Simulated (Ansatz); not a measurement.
**C₂H₆F₂Ge: how energies converge with the basis set**

Aim: see how fast density functionals converge with the basis set for C₂H₆F₂Ge.

Method: one geometry, several basis sets; program: Ansatz 0.2.0, Gaussian basis.

Plan: PBE0-D4/def2-SVP; ωB97M-V/def2-SVP; PBE0-D4/def2-QZVPP; ωB97M-V/def2-QZVPP; the functionals' def2-TZVPP values are taken from earlier runs.

**1. The relaxed structure**

All runs share one geometry, relaxed beforehand with PBE0-D4 in a triple-zeta def2 set.

11 atoms, charge 0, spin multiplicity 1.

Atoms are counted from 1 here; the program's logs count them from 0.

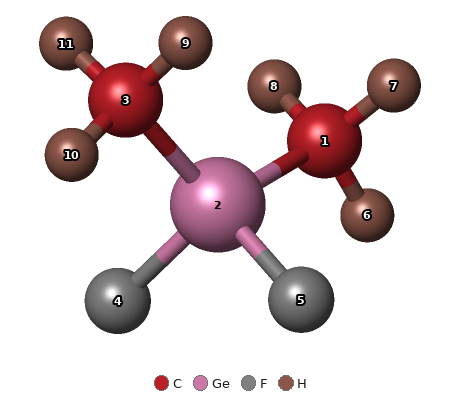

The structure; carbon red, germanium pink, fluorine grey, hydrogen brown; atoms are numbered from 1 in the order of the file.

**2. PBE0-D4 in def2-SVP**

Input file in.yaml:

```yaml
crystal:
  periodic: [false, false, false]
  atoms:
    - {symbol: C, position_ang: [-1.558314, 0.465037, 0.527930]}
    - {symbol: Ge, position_ang: [0.155810, 0.441357, -0.350251]}
    - {symbol: C, position_ang: [1.388463, -1.016899, -0.097182]}
    - {symbol: F, position_ang: [-0.124615, 0.603496, -2.056386]}
    - {symbol: F, position_ang: [0.983222, 1.909020, 0.070675]}
    - {symbol: H, position_ang: [-2.088204, 1.374972, 0.246107]}
    - {symbol: H, position_ang: [-1.427396, 0.448689, 1.610484]}
    - {symbol: H, position_ang: [-2.148774, -0.400438, 0.225209]}
    - {symbol: H, position_ang: [1.660137, -1.102259, 0.955547]}
    - {symbol: H, position_ang: [2.287429, -0.826699, -0.683588]}
    - {symbol: H, position_ang: [0.937640, -1.953178, -0.428044]}
basis:
  gaussian: {orbitals: def2-SVP}
hamiltonian: {xc: pbe0, dispersion: d4}
output: {orbitals: {seedname: orbitals}}
```

Started as:

```console
$ ansatz run in.yaml --threads 4 --pin off --events-out ev --progress --plain --max-ram 10444MiB
```

Standard output:

```text
Functional definition: PBE0
  name "PBE0"
  cite "Adamo & Barone, J. Chem. Phys. 110, 6158 (1999) doi:10.1063/1.478522"
  cite "Perdew, Burke & Ernzerhof, Phys. Rev. Lett. 77, 3865 (1996) doi:10.1103/PhysRevLett.77.3865"
  parent pbe
  parameter a = 0.25
  parameter kappa = 0.804
  parameter beta = 0.06672455060314922
  exchange = (1 - a)*pbe_x(kappa = kappa, mu = beta*pi^2/3) + a*exact_x
  correlation = pbe_c(beta = beta)
1173 factors; integrals over basis functions are off by at most 1.2e-3 eV
mean field evaluation 1: about -64089.7350 eV, gradient 6.7e1 eV
mean field evaluation 2: about -64086.6444 eV, gradient 8.1e1 eV
mean field evaluation 4: about -64098.6078 eV, gradient 1.8e0 eV
mean field evaluation 8: about -64098.7505 eV, gradient 1.1e-1 eV
mean field evaluation 16: about -64098.7506 eV, gradient 6.8e-5 eV
mean field -64098.75055451 eV, -2355.5856351847 hartree, gradient 9.8e-6 eV, S^2 0.000000; 0 other end points of the search recorded, 0 dependent functions left out
reference -64098.75058167 eV, -2355.5856361828 hartree; 34, 34 occupied and 84, 84 virtual orbitals, 1173 factors
Total energy: -64098.91851548 eV, -2355.5918076365 hartree
```

Wall time 1 s (4 threads of Intel Xeon Platinum 8488C, shared host).

**3. ωB97M-V in def2-SVP**

in.yaml, as its differences from that of step 2:

```diff
@@ -16,3 +16,3 @@
   gaussian: {orbitals: def2-SVP}
-hamiltonian: {xc: pbe0, dispersion: d4}
+hamiltonian: {xc: {name: wB97M-V}}
 output: {orbitals: {seedname: orbitals}}
```

Same command.

Standard output:

```text
Functional definition: wB97M-V
  name "wB97M-V"
  cite "Mardirossian & Head-Gordon, J. Chem. Phys. 144, 214110 (2016) doi:10.1063/1.4952647"
  cite "Becke, J. Chem. Phys. 107, 8554 (1997) doi:10.1063/1.475007"
  cite "Vydrov & Van Voorhis, J. Chem. Phys. 133, 244103 (2010) doi:10.1063/1.3521275"
  # Of w^i u^j: cxij and so on, Table III.
  parameter omega = 0.3/bohr
  parameter cx = 0.15
  parameter cx01 = 1.007
  parameter cx10 = 0.259
  parameter css00 = 0.443
  parameter css04 = -1.437
  parameter css10 = -4.535
  parameter css20 = -3.390
  parameter css43 = 4.278
  parameter cos00 = 1.000
  parameter cos10 = 1.358
  parameter cos20 = 2.924
  parameter cos21 = -8.812
  parameter cos60 = -1.390
  parameter cos61 = 9.142
  parameter b = 6.0
  parameter c = 0.01
  gx(w, u) = 1 - cx + cx01*u + cx10*w
  gss(w, u) = css00 + css04*u^4 + css10*w + css20*w^2 + css43*w^4*u^3
  gos(w, u) = cos00 + cos10*w + (cos20 + cos21*u)*w^2 + (cos60 + cos61*u)*w^6
  exchange = spin_sum(e_x_unif_sr(omega)*gx(b97_w, b97_u_x)) + cx*exact_x_sr(omega) + exact_x_lr(omega)
  correlation = spin_sum(e_c_pw_mod_same_spin*gss(b97_w, b97_u_same))
      + integral(e_c_pw_mod_opposite_spin*gos(b97_w_opposite, b97_u_opposite)) + vv10(b, c)
1173 factors; integrals over basis functions are off by at most 1.2e-3 eV
304 factors; integrals over basis functions are off by at most 6.4e-6 eV
mean field evaluation 1: about -64101.9008 eV, gradient 5.5e1 eV
mean field evaluation 2: about -64103.3112 eV, gradient 5.4e1 eV
mean field evaluation 4: about -64107.6107 eV, gradient 1.2e0 eV
mean field evaluation 8: about -64107.7019 eV, gradient 8.0e-2 eV
mean field evaluation 16: about -64107.7019 eV, gradient 8.6e-5 eV
mean field -64107.70192767 eV, -2355.9145920809 hartree, gradient 8.6e-5 eV, S^2 0.000000; 0 other end points of the search recorded, 0 dependent functions left out
reference -64107.70196789 eV, -2355.9145935590 hartree; 34, 34 occupied and 84, 84 virtual orbitals, 1173 factors
Total energy: -64107.70196789 eV, -2355.9145935590 hartree
```

Wall time 3.2 s (4 threads of Intel Xeon Platinum 8488C, shared host).

**4. PBE0-D4 in def2-QZVPP**

in.yaml, as its differences from that of step 3:

```diff
@@ -15,4 +15,4 @@
 basis:
-  gaussian: {orbitals: def2-SVP}
-hamiltonian: {xc: {name: wB97M-V}}
+  gaussian: {orbitals: "def2-QZVPP.json"}
+hamiltonian: {xc: pbe0, dispersion: d4}
 output: {orbitals: {seedname: orbitals}}
```

Launched as before.

Standard output:

```text
Functional definition: PBE0
  name "PBE0"
  cite "Adamo & Barone, J. Chem. Phys. 110, 6158 (1999) doi:10.1063/1.478522"
  cite "Perdew, Burke & Ernzerhof, Phys. Rev. Lett. 77, 3865 (1996) doi:10.1103/PhysRevLett.77.3865"
  parent pbe
  parameter a = 0.25
  parameter kappa = 0.804
  parameter beta = 0.06672455060314922
  exchange = (1 - a)*pbe_x(kappa = kappa, mu = beta*pi^2/3) + a*exact_x
  correlation = pbe_c(beta = beta)
1652 factors; their error is unknown
mean field evaluation 1: about -64104.9665 eV, gradient 8.0e1 eV
mean field evaluation 2: about -64100.4270 eV, gradient 9.8e1 eV
mean field evaluation 4: about -64116.7541 eV, gradient 3.3e0 eV
mean field evaluation 8: about -64116.7769 eV, gradient 3.1e-2 eV
mean field evaluation 16: about -64116.9197 eV, gradient 8.0e-5 eV
mean field -64116.91972270 eV, -2356.2533398000 hartree, gradient 8.0e-5 eV, S^2 0.000000; 0 other end points of the search recorded, 0 dependent functions left out
reference -64116.91976173 eV, -2356.2533412345 hartree; 34, 34 occupied and 463, 463 virtual orbitals, 1652 factors
Total energy: -64117.08769554 eV, -2356.2595126882 hartree
```

Wall time 7.5 s (4 threads of Intel Xeon Platinum 8488C, shared host); peak memory 2 GiB.

**5. ωB97M-V in def2-QZVPP**

in.yaml, as its differences from that of step 4:

```diff
@@ -16,3 +16,3 @@
   gaussian: {orbitals: "def2-QZVPP.json"}
-hamiltonian: {xc: pbe0, dispersion: d4}
+hamiltonian: {xc: {name: wB97M-V}}
 output: {orbitals: {seedname: orbitals}}
```

Same command.

Standard output:

```text
Functional definition: wB97M-V
  name "wB97M-V"
  cite "Mardirossian & Head-Gordon, J. Chem. Phys. 144, 214110 (2016) doi:10.1063/1.4952647"
  cite "Becke, J. Chem. Phys. 107, 8554 (1997) doi:10.1063/1.475007"
  cite "Vydrov & Van Voorhis, J. Chem. Phys. 133, 244103 (2010) doi:10.1063/1.3521275"
  # Of w^i u^j: cxij and so on, Table III.
  parameter omega = 0.3/bohr
  parameter cx = 0.15
  parameter cx01 = 1.007
  parameter cx10 = 0.259
  parameter css00 = 0.443
  parameter css04 = -1.437
  parameter css10 = -4.535
  parameter css20 = -3.390
  parameter css43 = 4.278
  parameter cos00 = 1.000
  parameter cos10 = 1.358
  parameter cos20 = 2.924
  parameter cos21 = -8.812
  parameter cos60 = -1.390
  parameter cos61 = 9.142
  parameter b = 6.0
  parameter c = 0.01
  gx(w, u) = 1 - cx + cx01*u + cx10*w
  gss(w, u) = css00 + css04*u^4 + css10*w + css20*w^2 + css43*w^4*u^3
  gos(w, u) = cos00 + cos10*w + (cos20 + cos21*u)*w^2 + (cos60 + cos61*u)*w^6
  exchange = spin_sum(e_x_unif_sr(omega)*gx(b97_w, b97_u_x)) + cx*exact_x_sr(omega) + exact_x_lr(omega)
  correlation = spin_sum(e_c_pw_mod_same_spin*gss(b97_w, b97_u_same))
      + integral(e_c_pw_mod_opposite_spin*gos(b97_w_opposite, b97_u_opposite)) + vv10(b, c)
1640 factors; their error is unknown
368 factors; integrals over basis functions are off by at most 4.7e-6 eV
mean field evaluation 1: about -64118.5836 eV, gradient 6.6e1 eV
mean field evaluation 2: about -64120.3185 eV, gradient 6.6e1 eV
mean field evaluation 4: about -64126.0116 eV, gradient 1.5e0 eV
mean field evaluation 8: about -64126.0246 eV, gradient 3.5e-2 eV
mean field evaluation 16: about -64126.1034 eV, gradient 3.7e-5 eV
mean field -64126.10339095 eV, -2356.5908333833 hartree, gradient 3.7e-5 eV, S^2 0.000000; 0 other end points of the search recorded, 0 dependent functions left out
reference -64126.10345256 eV, -2356.5908356475 hartree; 34, 34 occupied and 463, 463 virtual orbitals, 1640 factors
Total energy: -64126.10345256 eV, -2356.5908356475 hartree
```

Run time: 13 s. Hardware: 4 threads of Intel Xeon Platinum 8488C, shared host; peak memory 2.3 GiB.

**6. Functionals by basis**

The def2-TZVPP values come from earlier runs at the same geometry.

```tsv
functional	basis	functions	energy (eV)	from the largest (eV)	HOMO (eV)	LUMO (eV)
PBE0-D4	def2-SVP	118	-64098.9185	18.169	-8.93	1.02
PBE0-D4	def2-TZVPP	256	-64115.4148	1.673	-8.99	0.62
PBE0-D4	def2-QZVPP	497	-64117.0877	0.000	-9.02	0.13
ωB97M-V	def2-SVP	118	-64107.7020	18.401	-11.14	2.66
ωB97M-V	def2-TZVPP	256	-64124.4830	1.620	-11.20	2.11
ωB97M-V	def2-QZVPP	497	-64126.1035	0.000	-11.24	1.30
```

**7. Results**

| quantity | value |
| --- | --- |
| PBE0-D4: double and triple zeta above quadruple | 18.17, 1.67 eV |
| ωB97M-V: double and triple zeta above quadruple | 18.40, 1.62 eV |

**Reading.** For PBE0-D4 the step from double to triple zeta gains 16.50 eV and the next only 1.67 eV. These are total energies; as a rule much of such shifts cancels in differences, which this series doesn't test. The LUMO of ωB97M-V is positive and keeps falling with the basis (2.66 to 1.30 eV): an unbound level that the basis holds in place.

For PBE0-D4 the largest set took about 8 times as long as the smallest (7.5 s against 1 s).
